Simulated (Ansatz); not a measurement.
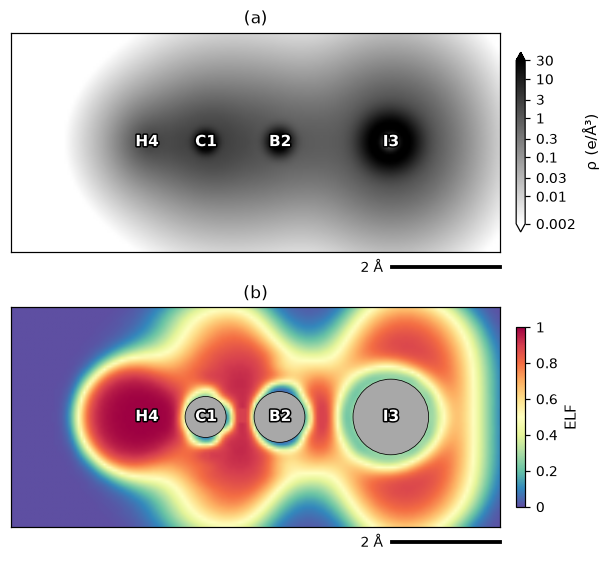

CHBI (SMILES [CH]=BI) (doublet). (a) electron density; (b) electron localisation function on a plane that holds the molecular axis. Grey discs cover the atomic cores in the ELF map.

Geometry: PBE0-D3(BJ)/def2-SVP; core potentials replace the inner electrons of I.

Computed with isolated molecule in a Gaussian basis; Kohn-Sham density functional theory, functional PBE0 (Ansatz 0.2.0).

Q: Interpret the plot.

A: Atoms in the plane: C, B, I and H.
C–B (1.36 Å): ρ is about 1.9 e/Å³ halfway; the ELF peaks at about 0.90 between the atoms: a covalent bond.
B–I (2.05 Å): ρ is about 0.96 e/Å³ halfway; the ELF peaks at about 0.90 between the atoms: a covalent bond.
C–H (1.08 Å): the density is about 2.1 e/Å³ at the midpoint; the ELF climbs to about 1 towards the hydrogen, as it does in any bond to H (an ordinary covalent bond to hydrogen).
The ELF also peaks beside I3, away from the bonds: non-bonding electrons, paired or unpaired.
